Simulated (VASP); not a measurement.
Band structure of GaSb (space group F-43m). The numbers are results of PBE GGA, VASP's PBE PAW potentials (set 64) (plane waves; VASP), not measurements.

Unless said otherwise, spin-orbit coupling is left out, though it shifts the bands of the heavy elements here.

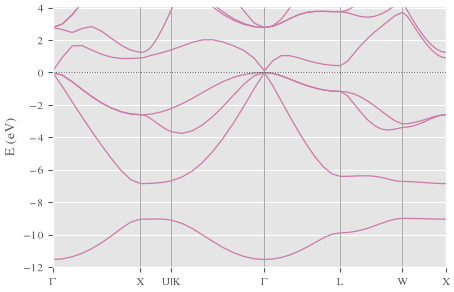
Figure. Bands along high-symmetry lines, zero at the valence-band maximum or, without a gap, the Fermi level

Problem. Read the plot: is there a gap, and where are the band edges?

Solution. The gap is direct, 0.10 eV, from the valence maximum at Γ to the conduction minimum at Γ.

The structure is a typed GaSb crystal (F-43m). The cell was not relaxed at this level.
